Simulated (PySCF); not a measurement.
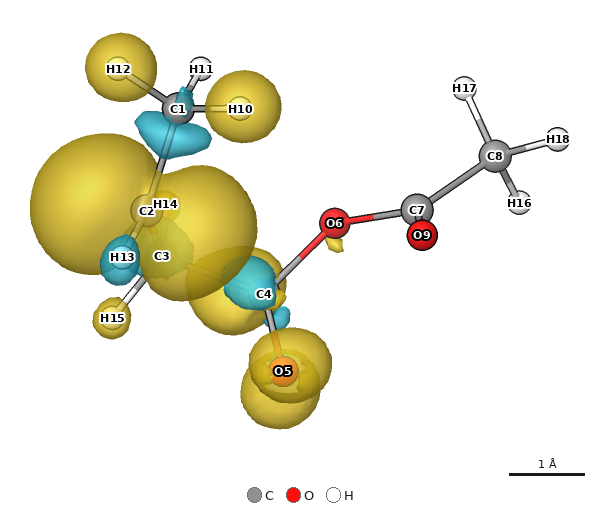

Figure. C$_{6}$H$_{9}$O$_{3}$ (doublet). Isosurfaces of the spin density at +0.02 (yellow) and −0.02 e/Å³ (cyan), seen at a tilt.

Geometry: GFN2-xTB.

These are results of PySCF 2.14.0, density-fitted response routines, UKS B3LYP, pcH-1 on C H O, non-relativistic, mean-field spin-orbit, GIAO, not measurements.

```yaml
atoms:
  - { symbol: C, position_ang: [-1.7664, 1.0742, 0.2575] }
  - { symbol: C, position_ang: [-1.9288, -0.3912, 0.3038] }
  - { symbol: C, position_ang: [-1.4621, -1.2824, -0.7734] }
  - { symbol: C, position_ang: [-0.0813, -1.4088, -0.1624] }
  - { symbol: O, position_ang: [0.2694, -2.2214, 0.6470] }
  - { symbol: O, position_ang: [0.7493, -0.4150, -0.6579] }
  - { symbol: C, position_ang: [1.7103, 0.1621, 0.1277] }
  - { symbol: C, position_ang: [2.7313, 0.8449, -0.7359] }
  - { symbol: O, position_ang: [1.6844, 0.1489, 1.3199] }
  - { symbol: H, position_ang: [-1.0428, 1.4157, 1.0048] }
  - { symbol: H, position_ang: [-1.4394, 1.4092, -0.7242] }
  - { symbol: H, position_ang: [-2.7120, 1.5633, 0.5033] }
  - { symbol: H, position_ang: [-2.2599, -0.8413, 1.2248] }
  - { symbol: H, position_ang: [-1.4237, -0.8104, -1.7521] }
  - { symbol: H, position_ang: [-1.9628, -2.2469, -0.7955] }
  - { symbol: H, position_ang: [3.2538, 0.0952, -1.3258] }
  - { symbol: H, position_ang: [2.2339, 1.5274, -1.4206] }
  - { symbol: H, position_ang: [3.4378, 1.3828, -0.1116] }
```

Question: Describe the spin distribution.

Answer: The unpaired spin (1 electron) lies mostly on C2 (about 0.6) and O5 (about 0.1), in electrons by Hirshfeld's partition.
